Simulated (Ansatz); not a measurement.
## Hypothetical NiAs type LiF under a change: Li → K

Base system: LiF in the NiAs type structure (space group P6_3/mmc, No. 194; a = 2.7867 Å, c = 4.8103 Å; a hypothetical phase, not in the database extracts checked).

Perturbation: every Li is replaced by K; the structure is relaxed again.

Level of theory: DFT with PBEsol, PAW potentials and a 420 eV plane-wave cutoff in Ansatz (an electronic-structure program), scalar-relativistic without spin-orbit coupling. Γ-centred 10×10×5 mesh, Fermi–Dirac width 0.05 eV, for the changed cell.

| quantity | base | changed | shift |
|---|---|---|---|
| volume per atom | 8.09 Å³ | 18.70 Å³ | +10.61 Å³ |
| density | 2.66 g/cm³ | 2.58 g/cm³ | -0.08 g/cm³ |
| lattice parameter a | 2.787 Å | 3.656 Å | +0.869 Å |
| c/a ratio | 1.726 | 1.767 | +0.041 |
| space group | P6_3/mmc (No. 194) | P6_3/mmc (No. 194) | – |
| band gap (an upper bound: an edge found on the path is not a true extremum; the base alone) | 8.91 eV | 6.10 eV | -2.81 eV |

Final structure:

```
CELL_PARAMETERS angstrom
      3.65599     0.00000     0.00000
     -1.82800     3.16618     0.00000
      0.00000     0.00000     6.46051
ATOMIC_POSITIONS crystal
  K  0.00000 0.00000 0.50000
  K  0.00000 0.00000 0.00000
  F  0.33333 0.66667 0.75000
  F  0.66667 0.33333 0.25000
```

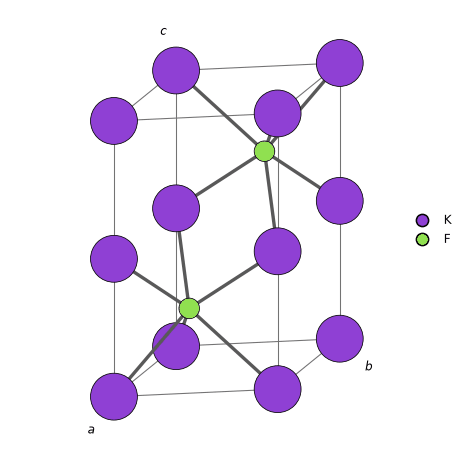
Figure: The relaxed conventional cell after the change

Whether these cells are dynamically stable was not tested. As relaxed here, KF is a hypothetical phase, not in the database extracts checked.
